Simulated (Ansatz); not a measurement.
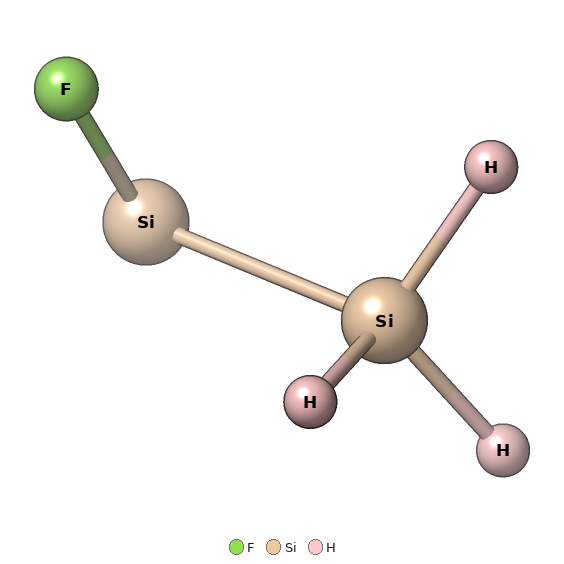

Distant atoms are faded towards the background colour. The geometry was computed by an optimisation with PBE-D4/def2-SVP. No frequency run is at hand to confirm it as a minimum.

> List the symmetry elements and name the point group.

It has 1 mirror plane, so the point group is Cs. The group has 2 operations. The geometry is achiral, and symmetry allows a dipole moment.
